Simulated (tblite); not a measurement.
Geometry relaxation, with input and output: C4H12BPSi (part 2 of 2)

Continued. System: C4H12BPSi, SMILES CB(C)P1C[C@@H]1[SiH3]. Method: GFN2-xTB geometry optimisation, gas phase (tblite 0.8.0). 

### Trajectory as extended XYZ, continued
```
19
Properties=species:S:1:pos:R:3:forces:R:3 step=67 energy=-547.03425
C    -1.0515    1.3439   -0.6572    0.0050  -0.0100  -0.0020
B    -1.2790   -0.1984   -0.4439   -0.0520  -0.0110   0.0470
C    -2.6772   -0.7943   -0.8727    0.0250  -0.0070  -0.0690
P    -0.1583   -1.4726    0.4504   -0.0070   0.0050   0.0120
C     0.8298   -0.3635    1.5730    0.0430   0.0500   0.0300
C     1.6234   -0.8680    0.4153   -0.0380  -0.0570   0.0250
Si    2.5435    0.2349   -0.8067    0.0980  -0.0080   0.0350
H    -1.5379    1.8819    0.1571   -0.0440   0.0130   0.0320
H    -0.0200    1.6756   -0.6784    0.0430  -0.0040   0.0080
H    -1.5307    1.6860   -1.5725   -0.0130   0.0230  -0.0140
H    -2.9907   -1.6471   -0.2712   -0.0030   0.0270   0.0190
H    -2.5864   -1.1699   -1.8936   -0.0090  -0.0150  -0.0360
H    -3.4838   -0.0625   -0.8861    0.0160  -0.0250   0.0140
H     1.0452   -0.7651    2.5570   -0.0130  -0.0060  -0.0220
H     0.5782    0.6886    1.5912   -0.0250   0.0010  -0.0160
H     2.2298   -1.7356    0.6802    0.0290   0.0230  -0.0150
H     3.9403    0.2184   -0.3464   -0.0530  -0.0120  -0.0770
H     2.0945    1.6251   -0.7849    0.0040   0.0710   0.0520
H     2.4212   -0.2683   -2.1726   -0.0060  -0.0580  -0.0230
19
Properties=species:S:1:pos:R:3:forces:R:3 step=72 energy=-547.04441
C    -1.0382    1.3437   -0.6255    0.0000   0.0200   0.0260
B    -1.2555   -0.2048   -0.4478    0.0520   0.0210  -0.0350
C    -2.6403   -0.7966   -0.9122    0.0030  -0.0250   0.0240
P    -0.1427   -1.4838    0.4565    0.0160   0.0490   0.0120
C     0.8044   -0.3445    1.5866    0.0060  -0.0020  -0.0080
C     1.6312   -0.8505    0.4553    0.0310   0.0820  -0.0240
Si    2.5148    0.2276   -0.8224   -0.1160   0.0080  -0.0610
H    -1.5610    1.8351    0.1989    0.0230   0.0550  -0.0310
H    -0.0108    1.6943   -0.6123   -0.0230  -0.0150   0.0390
H    -1.5019    1.7127   -1.5407    0.0030  -0.0270   0.0470
H    -2.9644   -1.6318   -0.2937   -0.0350  -0.0650  -0.0380
H    -2.5180   -1.1869   -1.9232   -0.0460  -0.0550  -0.0270
H    -3.4505   -0.0709   -0.9509    0.0260   0.0210  -0.0240
H     1.0018   -0.7482    2.5709    0.0110   0.0370   0.0720
H     0.5297    0.7005    1.5909   -0.0140   0.0240   0.0180
H     2.2689   -1.6815    0.7583   -0.0380  -0.0410  -0.0540
H     3.9400    0.1314   -0.5095    0.0620  -0.0140  -0.0020
H     2.1453    1.6487   -0.7756    0.0300  -0.0780   0.0740
H     2.2374   -0.2850   -2.1657    0.0080   0.0070  -0.0050
19
Properties=species:S:1:pos:R:3:forces:R:3 step=78 energy=-547.05597
C    -1.0314    1.3453   -0.5917   -0.0140  -0.0110   0.0010
B    -1.2354   -0.2112   -0.4587   -0.0560  -0.0040   0.0490
C    -2.6139   -0.8119   -0.9472    0.0170  -0.0190  -0.0120
P    -0.1254   -1.4722    0.4664    0.0000  -0.0120   0.0380
C     0.7994   -0.3201    1.6045   -0.0150   0.0090   0.0250
C     1.6436   -0.8176    0.4833   -0.0650  -0.0750   0.0120
Si    2.4862    0.2175   -0.8501    0.0890  -0.0340   0.0450
H    -1.5691    1.8339    0.2239   -0.0090  -0.0120  -0.0020
H    -0.0061    1.6981   -0.5506    0.0090  -0.0020   0.0050
H    -1.4787    1.7214   -1.5100    0.0050   0.0190  -0.0190
H    -2.9591   -1.6417   -0.3276    0.0170   0.0570  -0.0260
H    -2.4933   -1.2250   -1.9511    0.0020   0.0230   0.0110
H    -3.4108   -0.0704   -1.0050    0.0210  -0.0610  -0.0190
H     0.9792   -0.7171    2.5985    0.0420   0.0400  -0.0520
H     0.5029    0.7198    1.6052    0.0270   0.0070  -0.0020
H     2.2768   -1.6538    0.7799   -0.0020  -0.0030   0.0060
H     3.9308    0.0662   -0.6358   -0.0360  -0.0220  -0.0200
H     2.1819    1.6422   -0.7277   -0.0150   0.0470   0.0020
H     2.1126   -0.2941   -2.1681   -0.0170   0.0510  -0.0390
19
Properties=species:S:1:pos:R:3:forces:R:3 step=83 energy=-547.06393
C    -1.0139    1.3336   -0.5537    0.0270   0.0070   0.0000
B    -1.2228   -0.2236   -0.4404    0.0490  -0.0070  -0.0450
C    -2.5725   -0.8207   -1.0000   -0.0080   0.0160  -0.0060
P    -0.1214   -1.4764    0.5182   -0.0630  -0.0070   0.0260
C     0.7849   -0.2972    1.6382    0.0550   0.0350  -0.0380
C     1.6367   -0.7993    0.5205    0.0360   0.0210  -0.0250
Si    2.4409    0.2018   -0.8701   -0.1190   0.0670  -0.0070
H    -1.5662    1.8108    0.2579   -0.0500   0.0120  -0.0050
H     0.0109    1.6843   -0.4800    0.0110  -0.0160  -0.0010
H    -1.4325    1.7262   -1.4793   -0.0120   0.0000   0.0160
H    -2.9526   -1.6320   -0.3832   -0.0290  -0.0690   0.0230
H    -2.4246   -1.2458   -1.9934    0.0870  -0.0210  -0.0020
H    -3.3593   -0.0771   -1.1050   -0.0390   0.0310   0.0090
H     0.9836   -0.6766    2.6330    0.0460  -0.0130   0.0170
H     0.4721    0.7374    1.6380    0.0310   0.0240  -0.0460
H     2.2989   -1.6058    0.8369   -0.0630  -0.0330   0.0010
H     3.8845   -0.0252   -0.8245    0.0410  -0.0650   0.0510
H     2.2264    1.6448   -0.7128    0.0090  -0.0280   0.0280
H     1.9173   -0.2497   -2.1624   -0.0110   0.0460   0.0040
19
Properties=species:S:1:pos:R:3:forces:R:3 step=88 energy=-547.08357
C    -1.0127    1.3259   -0.4999   -0.0170  -0.0060  -0.0560
B    -1.2096   -0.2362   -0.4262   -0.0160   0.0250   0.0410
C    -2.5231   -0.8438   -1.0576    0.0070   0.0220   0.0360
P    -0.1362   -1.4606    0.5932   -0.0180   0.0030   0.0480
C     0.7906   -0.2420    1.6563    0.0060  -0.0230  -0.0190
C     1.6188   -0.7799    0.5391    0.0300  -0.0210  -0.0290
Si    2.3886    0.1797   -0.8976    0.0970  -0.0050  -0.0760
H    -1.6100    1.7889    0.2897    0.0180  -0.0240  -0.0100
H     0.0091    1.6758   -0.3763   -0.0450   0.0240  -0.0170
H    -1.3964    1.7288   -1.4366    0.0330   0.0120   0.0050
H    -2.9403   -1.6472   -0.4505   -0.0060  -0.0040  -0.0160
H    -2.3092   -1.2883   -2.0309    0.0340   0.0170   0.0150
H    -3.2988   -0.0953   -1.2152   -0.0130  -0.0560  -0.0320
H     1.0297   -0.5902    2.6532   -0.0080  -0.0220   0.0460
H     0.4622    0.7863    1.6390    0.0590   0.0470  -0.0530
H     2.2798   -1.5739    0.8833    0.0170  -0.0460  -0.0410
H     3.8057   -0.2197   -1.0015   -0.2040   0.0280   0.0660
H     2.3241    1.6234   -0.6560    0.0380   0.0230   0.0430
H     1.7180   -0.1224   -2.1674   -0.0120   0.0080   0.0490
19
Properties=species:S:1:pos:R:3:forces:R:3 step=93 energy=-547.10107
C    -1.0212    1.3159   -0.4820   -0.0070   0.0340  -0.0030
B    -1.2302   -0.2395   -0.3957   -0.0310   0.0100   0.0150
C    -2.4995   -0.8661   -1.0914   -0.0070  -0.0140   0.0100
P    -0.1803   -1.4222    0.6922    0.0160  -0.0170   0.0160
C     0.8297   -0.1973    1.6640   -0.0030  -0.0150   0.0650
C     1.5891   -0.8002    0.5304    0.0110  -0.0210  -0.0090
Si    2.3465    0.1708   -0.9042    0.0110   0.0620  -0.0440
H    -1.6318    1.7897    0.2903    0.0120  -0.0130   0.0050
H     0.0027    1.6390   -0.3230    0.0080   0.1040  -0.0250
H    -1.3619    1.7314   -1.4273   -0.0060  -0.0070  -0.0540
H    -2.9445   -1.6700   -0.5062   -0.0030  -0.0150   0.0100
H    -2.2275   -1.3154   -2.0484    0.0470   0.0240   0.0210
H    -3.2721   -0.1284   -1.3009   -0.0250  -0.0270  -0.0270
H     1.1094   -0.5196    2.6608   -0.0560   0.0130   0.0130
H     0.5472    0.8465    1.6208    0.0510  -0.0520  -0.0190
H     2.2372   -1.6082    0.8671    0.0330  -0.0090  -0.0560
H     3.7153   -0.3360   -1.0792   -0.1020   0.0510   0.0320
H     2.3734    1.6031   -0.5681    0.0770  -0.0720   0.0150
H     1.6086    0.0157   -2.1613   -0.0260  -0.0380   0.0340
19
Properties=species:S:1:pos:R:3:forces:R:3 step=98 energy=-547.11132
C    -1.0278    1.3289   -0.4823    0.0030   0.0010  -0.0030
B    -1.2360   -0.2281   -0.3862    0.0230  -0.0060  -0.0010
C    -2.4910   -0.8746   -1.0928    0.0240   0.0140   0.0260
P    -0.1898   -1.4109    0.7124   -0.0280   0.0160  -0.0340
C     0.8424   -0.1920    1.6620    0.0050  -0.0060   0.0090
C     1.5851   -0.8154    0.5270   -0.0140   0.0050   0.0210
Si    2.3273    0.1713   -0.9065    0.0050  -0.0710  -0.0010
H    -1.6505    1.7823    0.2928   -0.0220   0.0510  -0.0490
H    -0.0123    1.6765   -0.3101   -0.0060   0.0160  -0.0290
H    -1.3591    1.7407   -1.4343   -0.0420  -0.0150   0.0310
H    -2.9310   -1.6857   -0.5117    0.0140   0.0190  -0.0230
H    -2.1804   -1.3201   -2.0396    0.0180  -0.0100   0.0070
H    -3.2758   -0.1574   -1.3298    0.0080  -0.0220   0.0050
H     1.1013   -0.4919    2.6706    0.0260  -0.0260  -0.0120
H     0.5898    0.8558    1.5850   -0.0130   0.0070   0.0430
H     2.2344   -1.6286    0.8465    0.0080  -0.0130  -0.0110
H     3.6781   -0.3696   -1.0900   -0.0310   0.0230  -0.0370
H     2.4269    1.5842   -0.5250    0.0090   0.0110  -0.0080
H     1.5585    0.0439   -2.1498    0.0120   0.0060   0.0670
19
Properties=species:S:1:pos:R:3:forces:R:3 step=103 energy=-547.11727
C    -1.0228    1.3324   -0.4683   -0.0350   0.0600  -0.0240
B    -1.2270   -0.2256   -0.3742   -0.0120   0.0680  -0.0160
C    -2.4612   -0.8756   -1.1116   -0.0070  -0.0220  -0.0210
P    -0.1995   -1.4053    0.7362    0.0910   0.0020   0.0570
C     0.8423   -0.1859    1.6801    0.0190  -0.0180  -0.0180
C     1.5797   -0.8173    0.5452   -0.0270   0.0150  -0.0120
Si    2.2947    0.1549   -0.9086    0.0170   0.1140  -0.0290
H    -1.6579    1.7998    0.2886    0.0190  -0.0010   0.0010
H    -0.0096    1.6916   -0.2998   -0.0470  -0.0170   0.0020
H    -1.3558    1.7313   -1.4239   -0.0200   0.0040  -0.0490
H    -2.9150   -1.6843   -0.5413    0.0030  -0.0400   0.0370
H    -2.1217   -1.3311   -2.0444    0.0240   0.0130   0.0070
H    -3.2489   -0.1722   -1.3779    0.0470   0.0250   0.0040
H     1.1108   -0.4837    2.6865    0.0070  -0.0540   0.0040
H     0.5937    0.8648    1.6099    0.0000  -0.0430  -0.0030
H     2.2414   -1.6253    0.8540   -0.0580  -0.0110   0.0430
H     3.6205   -0.4023   -1.1834   -0.0110  -0.0360  -0.0070
H     2.4611    1.5626   -0.5141   -0.0120  -0.0470  -0.0140
H     1.4655    0.0805   -2.1153    0.0020  -0.0120   0.0380
19
Properties=species:S:1:pos:R:3:forces:R:3 step=108 energy=-547.12558
C    -1.0581    1.3589   -0.4544   -0.0060  -0.0100  -0.0150
B    -1.2280   -0.2021   -0.3479   -0.0080  -0.0330   0.0170
C    -2.4064   -0.8927   -1.1373    0.0340   0.0000   0.0170
P    -0.2106   -1.3766    0.7866   -0.0420   0.0240  -0.0130
C     0.8632   -0.1669    1.6961   -0.0020  -0.0110   0.0540
C     1.5682   -0.8213    0.5532    0.0280   0.0210   0.0170
Si    2.2661    0.1425   -0.9163   -0.0050  -0.0330   0.0120
H    -1.7109    1.8314    0.2819   -0.0310  -0.0040   0.0000
H    -0.0557    1.7371   -0.2696    0.0160   0.0110  -0.0120
H    -1.3786    1.7233   -1.4282   -0.0030   0.0570  -0.0120
H    -2.8685   -1.7061   -0.5781    0.0010   0.0040  -0.0140
H    -1.9920   -1.3501   -2.0386   -0.0210  -0.0040   0.0020
H    -3.1902   -0.2096   -1.4605    0.0150  -0.0130   0.0000
H     1.1460   -0.4619    2.6995    0.0140  -0.0310   0.0080
H     0.6219    0.8845    1.6232    0.0150  -0.0080  -0.0160
H     2.2124   -1.6416    0.8669    0.0090   0.0280  -0.0090
H     3.5002   -0.5348   -1.3221   -0.0290  -0.0010  -0.0040
H     2.5844    1.5068   -0.4780   -0.0110   0.0030  -0.0070
H     1.3266    0.1884   -2.0384    0.0240   0.0000  -0.0240
19
Properties=species:S:1:pos:R:3:forces:R:3 step=114 energy=-547.12733
C    -1.0594    1.3621   -0.4588    0.0010   0.0040  -0.0080
B    -1.2258   -0.1998   -0.3433   -0.0050   0.0020  -0.0200
C    -2.3974   -0.8940   -1.1373   -0.0030   0.0000  -0.0050
P    -0.2125   -1.3724    0.7924    0.0030   0.0060   0.0140
C     0.8657   -0.1705    1.7085   -0.0010   0.0000   0.0100
C     1.5681   -0.8157    0.5599   -0.0080  -0.0110   0.0050
Si    2.2548    0.1430   -0.9167   -0.0060  -0.0090  -0.0120
H    -1.7140    1.8347    0.2768    0.0000  -0.0070   0.0010
H    -0.0560    1.7411   -0.2782   -0.0050   0.0130   0.0130
H    -1.3809    1.7292   -1.4322   -0.0010   0.0130   0.0020
H    -2.8654   -1.7074   -0.5833    0.0070   0.0050   0.0030
H    -1.9815   -1.3515   -2.0374    0.0030  -0.0070  -0.0050
H    -3.1771   -0.2094   -1.4657   -0.0110  -0.0070  -0.0020
H     1.1504   -0.4791    2.7080    0.0010   0.0170  -0.0100
H     0.6300    0.8821    1.6362   -0.0020  -0.0020   0.0320
H     2.2147   -1.6351    0.8671    0.0180  -0.0140  -0.0070
H     3.4772   -0.5461   -1.3330    0.0060  -0.0040  -0.0010
H     2.5809    1.5070   -0.4829   -0.0080   0.0000  -0.0080
H     1.3184    0.1911   -2.0421    0.0120   0.0010  -0.0010
19
Properties=species:S:1:pos:R:3:forces:R:3 step=119 energy=-547.12797
C    -1.0637    1.3671   -0.4616    0.0020   0.0020   0.0090
B    -1.2250   -0.1961   -0.3482    0.0060   0.0070   0.0010
C    -2.3948   -0.8964   -1.1393    0.0030   0.0040  -0.0070
P    -0.2143   -1.3675    0.7954   -0.0060   0.0060  -0.0030
C     0.8674   -0.1699    1.7111    0.0080   0.0040  -0.0030
C     1.5677   -0.8177    0.5611    0.0000   0.0090  -0.0040
Si    2.2550    0.1385   -0.9176    0.0050  -0.0020  -0.0010
H    -1.7227    1.8313    0.2755   -0.0030  -0.0040   0.0040
H    -0.0631    1.7502   -0.2734   -0.0020   0.0050   0.0060
H    -1.3841    1.7423   -1.4326    0.0030  -0.0140   0.0060
H    -2.8595   -1.7091   -0.5818    0.0060   0.0050   0.0060
H    -1.9780   -1.3567   -2.0377   -0.0040   0.0010  -0.0070
H    -3.1771   -0.2148   -1.4678   -0.0080  -0.0110  -0.0130
H     1.1534   -0.4770    2.7099    0.0060  -0.0150   0.0100
H     0.6329    0.8833    1.6453    0.0050   0.0060  -0.0070
H     2.2160   -1.6381    0.8648   -0.0120   0.0040   0.0070
H     3.4743   -0.5571   -1.3354   -0.0040   0.0060   0.0050
H     2.5835    1.5025   -0.4845   -0.0030  -0.0080  -0.0080
H     1.3223    0.1946   -2.0452   -0.0010  -0.0060  -0.0030
19
Properties=species:S:1:pos:R:3:forces:R:3 step=124 energy=-547.12835
C    -1.0690    1.3729   -0.4586   -0.0020   0.0000   0.0040
B    -1.2237   -0.1904   -0.3513   -0.0060  -0.0040   0.0060
C    -2.3885   -0.8977   -1.1448    0.0010  -0.0030  -0.0010
P    -0.2174   -1.3586    0.7990    0.0040  -0.0020   0.0000
C     0.8720   -0.1661    1.7129   -0.0060  -0.0010   0.0030
C     1.5671   -0.8178    0.5624   -0.0040  -0.0020   0.0010
Si    2.2537    0.1337   -0.9193   -0.0040  -0.0010  -0.0030
H    -1.7349    1.8299    0.2767   -0.0050   0.0030   0.0000
H    -0.0720    1.7618   -0.2636    0.0000   0.0010   0.0030
H    -1.3870    1.7464   -1.4307    0.0040   0.0070   0.0030
H    -2.8482   -1.7088   -0.5804    0.0000  -0.0020  -0.0020
H    -1.9702   -1.3626   -2.0400    0.0060  -0.0020  -0.0020
H    -3.1766   -0.2257   -1.4795    0.0070   0.0070   0.0000
H     1.1556   -0.4787    2.7114    0.0040   0.0050  -0.0070
H     0.6447    0.8889    1.6479    0.0030   0.0000  -0.0020
H     2.2114   -1.6409    0.8667   -0.0040  -0.0020   0.0000
H     3.4646   -0.5714   -1.3442    0.0000   0.0050   0.0030
H     2.5934    1.4940   -0.4851    0.0010   0.0010  -0.0060
H     1.3152    0.2004   -2.0417    0.0010  -0.0090   0.0000
```

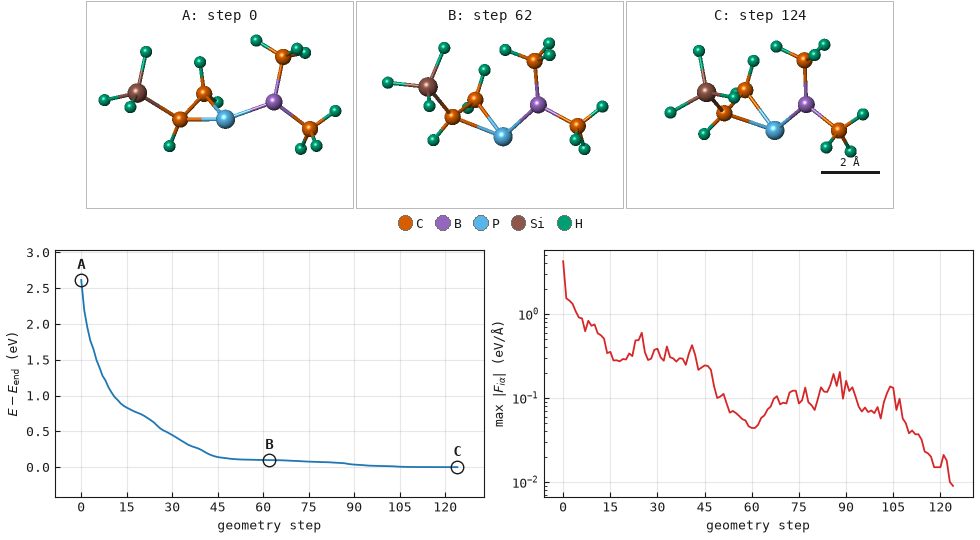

Fig. 1: Frames of the relaxation (ball-and-stick view, seen at a tilt) above the curves, on which the letters mark them (steps are counted from 0).

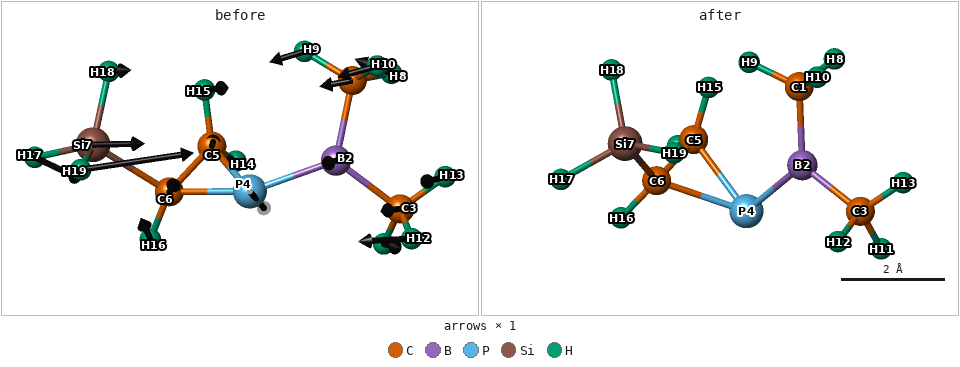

Fig. 2: Before (left) and after (right) the relaxation, at one scale (ball-and-stick view, seen at a tilt). The black arrows give the displacements, at true length. H19 moves most after the best rigid fit: 2.23 Å. By element the largest moves are H 2.23 Å, P 1.62 Å, Si 1.09 Å, C 0.72 Å, B 0.54 Å. Distances before and after: P4–C6 1.698 → 1.880 Å, B2–P4 1.793 → 1.924 Å, P4–C5 1.895 → 1.856 Å, C6–H16 1.128 → 1.089 Å. Among the angles that change: B2–P4–C6 155.9° → 104.3°, C5–C6–Si7 111.6° → 123.6°, P4–C6–H16 119.4° → 108.0°. After 124 geometry steps the energy has fallen by 2.614 eV. Largest force component: 4.2 eV/Å at the start, 0.009 eV/Å at the end. (Atoms are counted from 1 in the order of the input.)

The run was set up as follows.

### Input
```
{"job": {"kind": "relax", "xc": "GFN2-xTB", "basis": "xTB"}, "charge": 0, "multiplicity": 1}
C     -1.700700     1.521300    -0.643900
B     -1.475600    -0.045400    -0.789400
C     -2.781600    -0.933700    -0.567000
P      0.155400    -0.766200    -0.597400
C      0.918800    -0.091000     1.000400
C      1.705400    -0.937200     0.074700
Si     3.254500    -0.045400    -0.538700
H     -2.461900     1.624900     0.177300
H     -0.742400     2.006100    -0.374000
H     -2.148600     1.928800    -1.579100
H     -2.519600    -1.713500     0.181100
H     -3.023700    -1.402400    -1.545800
H     -3.625500    -0.290200    -0.208100
H      0.421500    -0.446800     1.891600
H      1.129100     1.001100     0.957900
H      2.010000    -1.927900     0.519100
H      4.353500    -0.450300     0.351500
H      3.033600     1.383400    -0.351000
H      3.487900    -0.406400    -1.921300
```

The first line tells a small driver script what to run in tblite; the rest is the geometry in Å.

Launch command:
```bash
OMP_NUM_THREADS=1 python <driver script> task.json out
```

### Results in brief

```csv
quantity,value
outcome,converged
total energy,−547.1283 eV
hardware,"1 CPU thread, shared host"
wall time,1.4 s
peak memory,0.18 GiB
```
